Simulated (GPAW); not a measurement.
Two runs for the Mg K edge of atom 4 in MgNi3C (Pm-3m). Run A: GPAW, LDA, excited-electron core hole (neutral cell), 20-atom cell with 6.6 Å between holes, 4×4×4 k points, dipole transitions, Gaussian full width 0.9 eV up to 4 eV, rising linearly to 3.5 eV at 25 eV. Run B differs in one choice.

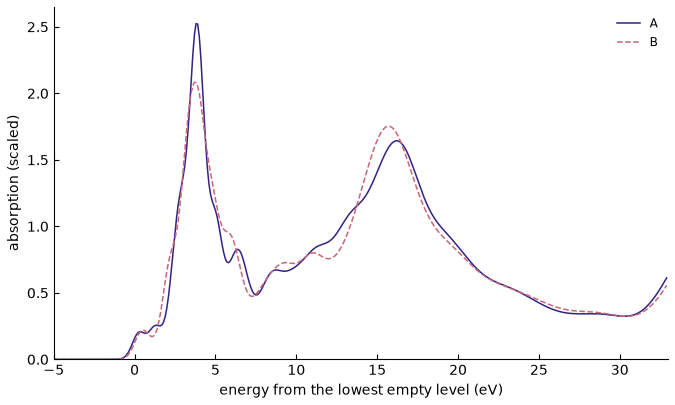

Energy from the lowest empty level; intensity scaled to a mean of 1 over the first 20 eV.

Q: What was changed?
a) the plane-wave cutoff
b) the size of the supercell
c) the volume of the cell
d) the broadening

(b): run B changes the supercell atoms from 20 to 10, and the k mesh follows the cell. The scaled spectrum changes by 11 % r.m.s. The highest intensity below 16 eV goes from 3.8 eV (2.52) to 3.7 eV (2.08). Other settings could leave a like mark; this is the one that was changed.

[Hosts, paths, dates, database ids (printed as entryN), source tags and the programs' standing remarks are cut or masked in the printed files.]

[Lists of maxima count a maximum above −3 eV only where it reaches 4 % of the highest in the window and stands out from its surroundings by 2 % of it (1.5 % where it reaches 55 %); shoulders and weaker maxima are passed over, and of the rest the first, up to two pre-edge ones and the few strongest are named.]
